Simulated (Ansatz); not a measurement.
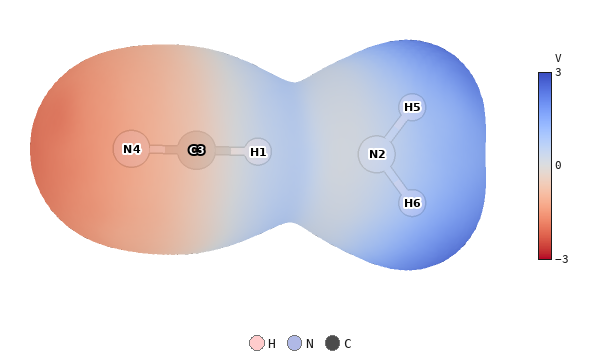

Figure. HCN···NH2 (doublet). The electrostatic potential painted on the density surface at 0.002 e/bohr³, seen at a tilt; the colour scale runs from red (negative) to blue (positive).

The product side of a reaction path; geometry: PBE0-D4/def2-TZVP.

All numbers below come from Ansatz, UKS PBE0-D4/def2-TZVPP.

```tsv
atom	x (Å)	y (Å)	z (Å)
H	-0.0830	0.5822	-0.3885
N	0.1625	-1.1474	0.7687
C	-0.2092	1.4754	-0.9874
N	-0.3428	2.4214	-1.6218
H	0.9642	-1.4030	1.3534
H	-0.4919	-1.9287	0.8757
```

Q: Describe the electrostatic potential map.

A: The most negative region (about −1.9 V) lies over N4, the most positive (about +2.4 V) over H5 and H6. N4 is the likeliest acceptor of a hydrogen bond.
